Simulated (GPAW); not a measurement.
Consider BaCu2S2 (I4/mmm).

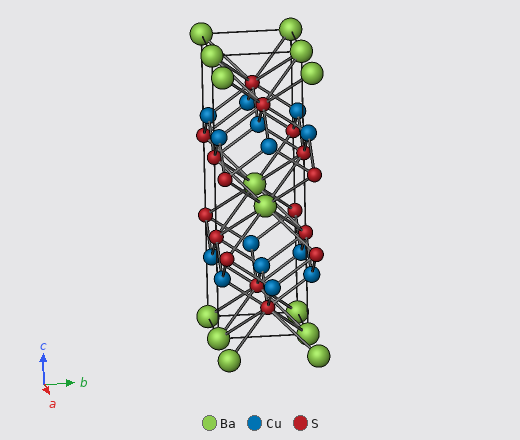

The structure (barium green, copper blue, sulfur red). 2×1×1 conventional cells are drawn. Some periodic images of atoms are drawn too.

```xyz
5
Lattice="-1.9510 1.9510 6.3251 1.9510 -1.9510 6.3251 1.9510 1.9510 -6.3251" Properties=species:S:1:pos:R:3 pbc="T T T"
Ba    0.0000    0.0000    0.0000
Cu    1.9510    0.0000    3.1625
Cu    0.0000    1.9510    3.1625
S     0.0000    0.0000    4.5412
S     0.0000    0.0000    8.1089
```

Absorber: atom 2, with 4 S at 2.39 Å (tetrahedral, site symmetry -4m2). Method: GPAW, LDA, full core hole (charged cell), 10-atom cell with 5.5 Å between holes, 4×4×4 k points, dipole transitions, Gaussian full width 1.55 eV up to 4 eV, rising linearly to 3.5 eV at 25 eV.

Q: Predict the near-edge structure at the Cu K edge.

Main maxima up to 28 eV above the zero (height): 6.6 eV (1.51), 11.4 eV (1.22), 22.0 eV (1.09) and 27.4 eV (1.04). A K edge sees empty p states on the absorber. The total-energy difference plus the lowest empty eigenvalue puts the zero at 8991.49 eV. One term is added: -29.79 eV, since the hole is spin-paired here and a spin-polarised one costs that much less in the free atom (computed apart). The photon energy is then 8961.70 eV. The tabulated edge of the element is 8979 eV. The functional and the charged cell's background leave an error in such absolute values: in the free atom LDA prices this hole 18.3 eV below PBE (computed apart), and PBE is itself good to a few eV.

The Cu K spectrum (energy from the lowest empty level; intensity scaled to a mean of 1 over the first 20 eV; polarised curves are means over the symmetry-equivalent atoms):

```
E (eV)  isotropic  ε ⊥ c  ε ∥ c
  -2.0       0.00   0.00   0.00
  -0.5       0.01   0.00   0.01
   1.0       0.15   0.13   0.20
   2.5       0.58   0.57   0.60
   4.0       0.88   0.93   0.79
   5.5       1.19   1.13   1.31
   7.0       1.44   1.38   1.57
   8.5       1.06   1.00   1.19
  10.0       1.06   1.08   1.01
  11.5       1.22   1.30   1.05
  13.0       1.13   1.21   0.97
  14.5       1.12   1.18   0.99
  16.0       1.09   1.10   1.08
  17.5       1.11   1.08   1.18
  19.0       1.05   1.01   1.14
  20.5       1.06   1.05   1.08
  22.0       1.09   1.10   1.07
  23.5       1.05   1.04   1.06
  25.0       0.99   0.98   1.02
  26.5       1.02   1.04   0.98
  28.0       1.02   1.07   0.93
```

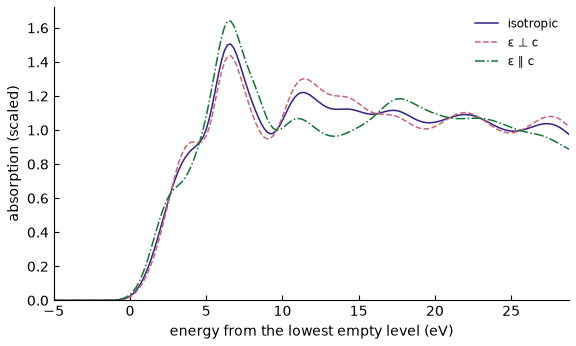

The Cu K edge.

The script folds with a Gaussian, whereas the core hole's own line is a Lorentzian, so the onset is too steep and the first peak too high. The holes are only 5.5 Å apart, so the shape is probably not converged with cell size; no larger cell was run here. The mesh is coarse (0.31 Å⁻¹ between points), so small maxima may be mesh ripples. Lifetime broadening is put in by hand, and intensities beyond about 20 eV depend on it and on the partial waves. The structure is a computed Materials Project entry and may be a hypothetical form.

[Banner, clock and machine lines of the logs are left out without a mark of their own.]

[Logs are printed without paths, hosts, clocks, repeated set-up lines and the standing remarks that a program may print on its own settings, such as how far it seeks lower states.]

[Hosts, paths, dates, database ids (printed as entryN), source tags and the programs' standing remarks are cut or masked in the printed files.]

[Lists of maxima count a maximum above −3 eV only where it reaches 4 % of the highest in the window and stands out from its surroundings by 2 % of it (1.5 % where it reaches 55 %); shoulders and weaker maxima are passed over, and of the rest the first, up to two pre-edge ones and the few strongest are named.]
